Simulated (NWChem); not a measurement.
**One shape, several levels: doublet [BBrCl2]+**

Aim: a comparison of 3 runs (U-wB97X/cc-pVDZ, UB2PLYP/cc-pVDZ, UMP3/cc-pVDZ) of doublet [BBrCl2]+. 

The results are computed with NWChem 7.3.0.

## 1. The structure to begin with

The species is [BBrCl2]+ (4 atoms), meant as a doublet with charge +1. As SMILES of the parent species, `ClB(Cl)Br`. Geometry: relaxed at PBE0-D4/def2-TZVP. That shape belongs to the parent species and isn't relaxed for this state.

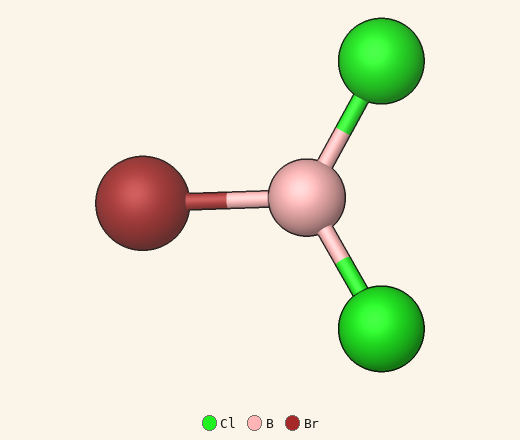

The structure, seen from a chosen angle (chlorine green, boron pink, bromine red).

## 2. The energy at U-wB97X/cc-pVDZ (run 1)

File bbrcl2.nw:

```
start bbrcl2
memory stack 880 mb heap 220 mb global 1100 mb
charge 1
geometry units angstrom noautosym nocenter noautoz
  Cl    0.582100    0.666000    1.510800
  B     0.037200   -0.038100    0.022100
  Cl    0.444300   -1.679200   -0.365600
  Br   -1.008100    0.991100   -1.187600
end
basis spherical bse
  * library cc-pVDZ
end
dft
  xc wb97x
  mult 2
  grid xfine
  convergence energy 1e-08
  maxiter 100
  mulliken
end
task dft energy
```

Command:

```
$ nwchem bbrcl2.nw > bbrcl2.out
```

Log:

```text
[...]
          Wavefunction type:  spin polarized.
          No. of atoms     :     4
          No. of electrons :    73
[...]
          Charge           :     1
          Spin multiplicity:     2
[...]
          AO basis - number of functions:    77
[...]
              XC Information
              --------------
                       wb97x  Method XC Functional
                     Hartree-Fock (Exact) Exchange  1.000
                         wb97x Exchange Functional  1.000
                      wb97x Correlation Functional  1.000
[...]
 d= 0,ls=0.0,diis     1  -3518.9217151603 -3.87D+03  7.81D-03  4.98D-01     9.4
[...]
 d= 0,ls=0.0,diis    16  -3519.1125894758 -2.58D-09  8.63D-08  3.32D-11   139.5
[...]
         Total DFT energy =    -3519.112589475814
      One electron energy =    -5566.658407152488
           Coulomb energy =     1847.715343835734
    Exchange-Corr. energy =     -151.578780732141
 Nuclear repulsion energy =      351.409254573081
[...]
      Total Density - Mulliken Population Analysis
     ---------------------------------------------
    Atom       Charge   Shell Charges
 -----------   ------   -------------------------------------------------------
    1 Cl  17    16.82   2.00  2.03  0.97  0.89  6.00  3.07  1.82  0.03
    2 B    5     4.92   2.01  0.65  0.19  1.52  0.28  0.27
    3 Cl  17    16.82   2.00  2.03  0.97  0.89  6.00  3.07  1.82  0.03
    4 Br  35    34.44   2.00  2.00  2.03  1.13  0.77  6.00  6.01  2.63  1.83  9.95  0.09
[...]
      <S2> =      0.7547 (Exact =     0.7500)
[...]
```

It took 2.3 min on 1 thread of AMD EPYC 9R45 (Zen 5), shared host; peak memory 0.15 GiB.

## 3. The energy at UB2PLYP/cc-pVDZ (run 2)

File nw.nw:

```
start nw
title "BBrCl2 B2PLYP"
memory 2200 mb
charge 1
geometry noautosym nocenter noautoz
  Cl     0.582100     0.666000     1.510800
  B      0.037200    -0.038100     0.022100
  Cl     0.444300    -1.679200    -0.365600
  Br    -1.008100     0.991100    -1.187600
end
basis spherical bse
  * library cc-pVDZ
end
dft
  xc hfexch 0.53 becke88 0.47 lyp 0.73 mp2 0.27
  dftmp2 semidirect
  mult 2
  grid xfine
  convergence energy 1e-08
  iterations 100
  mulliken
  print low
end
mp2
  freeze core 20
end
task dft energy
```

Command:

```
$ nwchem nw.nw > nw.out
```

Log:

```text
[...]
 d= 0,ls=0.0,diis     1  -3518.0204829494 -3.87D+03  8.51D-03  4.22D-01     9.9
[...]
 d= 0,ls=0.0,diis    15  -3518.1992583665 -7.87D-09  3.94D-06  2.34D-08   100.6
[...]
         Total DFT energy =    -3518.199258366500
      One electron energy =    -5566.859566312499
           Coulomb energy =     1847.956336216251
    Exchange-Corr. energy =     -150.705282843334
 Nuclear repulsion energy =      351.409254573081
[...]
      Total Density - Mulliken Population Analysis
     ---------------------------------------------
    Atom       Charge   Shell Charges
 -----------   ------   -------------------------------------------------------
    1 Cl  17    16.85   2.00  2.02  0.98  0.90  6.00  3.04  1.87  0.03
    2 B    5     4.84   2.01  0.66  0.16  1.50  0.24  0.27
    3 Cl  17    16.85   2.00  2.02  0.98  0.90  6.00  3.04  1.87  0.03
    4 Br  35    34.46   2.00  2.00  2.02  1.14  0.78  6.00  6.00  2.61  1.86  9.96  0.08
[...]
      <S2> =      0.7557 (Exact =     0.7500)
[...]
  Basis functions       =     77
[...]
```

Wall time 2.2 min (1 thread of AMD EPYC 9R45 (Zen 5), shared host); peak memory 0.19 GiB.

## 4. A single-point energy at UMP3/cc-pVDZ (run 3)

File work.nw:

```
start work
title "BBrCl2 mp3"
memory 2200 mb
charge 1
geometry units angstroms noautosym nocenter noautoz
  Cl     0.582100     0.666000     1.510800
  B      0.037200    -0.038100     0.022100
  Cl     0.444300    -1.679200    -0.365600
  Br    -1.008100     0.991100    -1.187600
end
basis spherical bse
  * library cc-pVDZ
end
scf
  doublet
  uhf
  thresh 1e-08
  maxiter 80
end
tce
  scf
  mbpt3
  freeze core 20
  maxiter 60
end
task tce energy
```

Command:

```
$ nwchem work.nw > work.out
```

Log:

```text
[...]
  functions       =    77
[...]
  wavefunction    = UHF
[...]
         Total SCF energy =  -3515.813777307429
      One electron energy =  -5566.254661142464
      Two electron energy =   1699.031629261954
 Nuclear repulsion energy =    351.409254573081
                       Sz =      0.5000
                 Sz(Sz+1) =      0.7500
                      S^2 =      0.7579
[...]
         Wavefunction type : Unrestricted Hartree-Fock
          No. of electrons :    73
[...]
         Spin multiplicity : doublet
[...]
```

Wall time 4.9 min (1 thread of AMD EPYC 9R45 (Zen 5), shared host); peak memory 0.58 GiB.

## 5. Overview of the runs

| run | level | frozen core orbitals | integration grid | energy (Eh) | HOMO energy (eV) | LUMO energy (eV) | ⟨S²⟩ | wall time |
| --- | --- | --- | --- | --- | --- | --- | --- | --- |
| 1 | U-wB97X/cc-pVDZ | – | xfine | -3519.112589 | -17.29 | -11.46 | 0.755 | 2.3 min |
| 2 | UB2PLYP/cc-pVDZ | 20 | xfine | -3518.357792 | – | – | 0.756 | 2.2 min |
| 3 | UMP3/cc-pVDZ | 20 | – | -3516.302618 | -17.93 | -9.28 | 0.758 | 4.9 min |

## 6. Results

| quantity | value |
| --- | --- |
| run 3: total energy | -3516.30262 Eh |
| run 3: HOMO energy (Hartree–Fock orbitals) (highest over α and β) | -17.93 eV |
| run 3: LUMO energy (Hartree–Fock orbitals) (lowest over α and β) | -9.28 eV |
| run 3: correlation energy (20 core orbitals frozen) | -488.8 mEh |
| run 3: ⟨S²⟩ of the reference determinant | 0.758 |

**Reading.** Totals of different functionals can't be ranked against each other. All runs together took 9.4 min, the longest 4.9 min.
